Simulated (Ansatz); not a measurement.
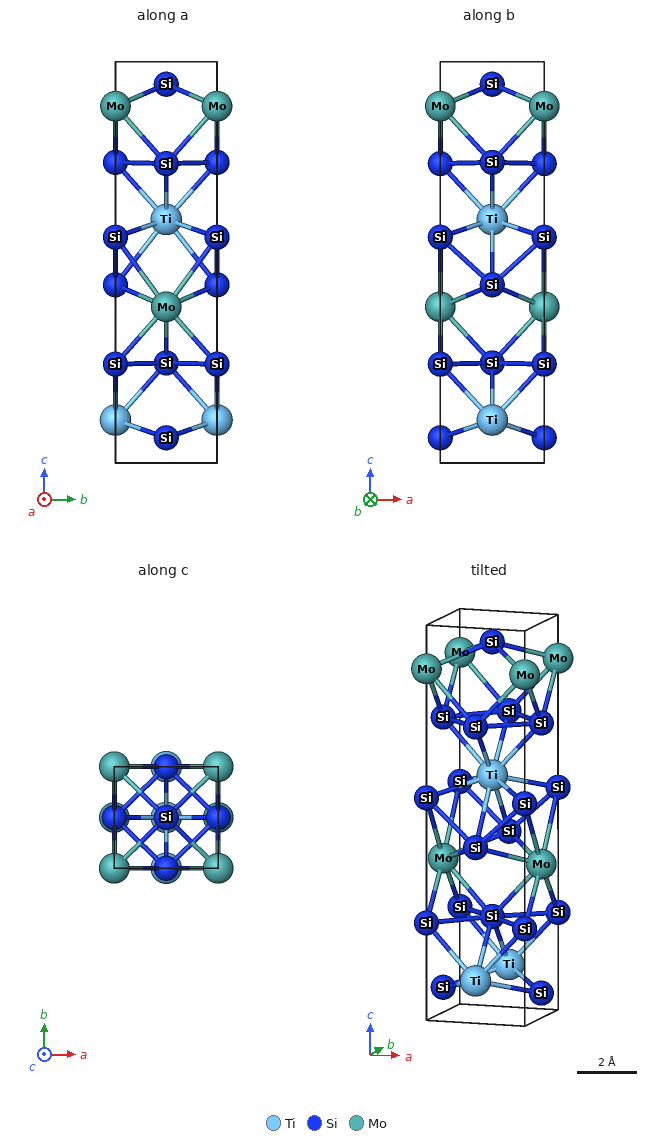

We look at a ball-and-stick model of the crystal along the a axis, along the b axis, along the c axis and slightly off an axis. Thin lines show the conventional unit cell, with boundary atoms drawn in all their periodic places.

Lattice parameters: a = 3.569 Å, b = 3.489 Å, c = 13.777 Å, α = 90.00°, β = 90.00°, γ = 90.00°. Put a along x and b in the xy plane.

Question: Express the structure as a POSCAR file, with free fractional coordinates to two decimals.

Answer:
```
Ti Si Mo
1.0
     3.569    0.000    0.000
     0.000    3.489    0.000
     0.000    0.000   13.777
Ti Si Mo
2 8 2
Direct
  0.50 0.00 0.11
  0.50 0.50 0.61
  0.50 0.00 0.44
  0.00 0.50 0.06
  0.50 0.50 0.25
  0.00 0.00 0.25
  0.50 0.50 0.94
  0.00 0.00 0.56
  0.50 0.00 0.75
  0.00 0.50 0.75
  0.00 0.50 0.39
  0.00 0.00 0.89
```

The model was built from a structure type filled with these elements by a generator (whether the compound takes this form wasn't checked). Earlier steps of the study, as a rule a relaxation of our own, may have changed the cell and positions, so they can lie some per cent off the listed ones. It was run through Ansatz as a DFT input.
